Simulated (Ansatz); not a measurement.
```
atom    x (Å)    y (Å)    z (Å)
  Si   0.3730   0.0511  -0.1612
   F   0.1327  -0.1140   1.4566
   H   1.8549   0.0210  -0.3725
   H  -0.1694   1.3540  -0.6368
   H  -0.2401  -1.1023  -0.8826
   O  -2.6432   0.0366   0.9582
   H  -2.8603  -0.9167   0.8834
   H  -1.8986   0.0405   1.5982
```

All numbers below come from Ansatz, RKS BLYP/6-31G*.

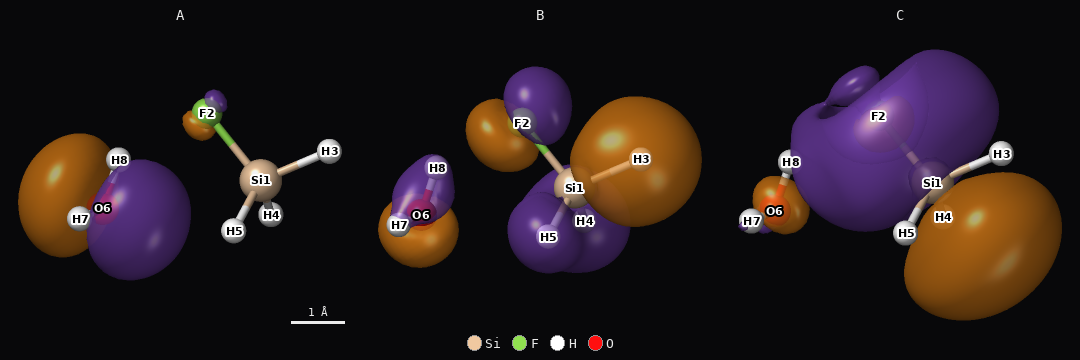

FH3Si···H2O. Three frontier orbitals at ±0.08 Å⁻³ᐟ² (orange and purple are the two phases), in no order.

**Which picture is the HOMO−1, the HOMO and the LUMO?**

B is the HOMO−1 (−7.93 eV). Its weight (Hirshfeld) is mainly on Si1 (about 30 %), H3 (about 25 %), F2 (about 20 %), H4 (about 10 %) and O6 (about 10 %). A is the HOMO (−6.35 eV). It lies mainly on O6 (about 85 %); largely a lone pair of O6. C is the LUMO (−0.61 eV). Its weight (Hirshfeld) is mainly on Si1 (about 60 %) and F2 (about 15 %).

**What is the HOMO–LUMO gap?**

5.74 eV between the orbital energies.
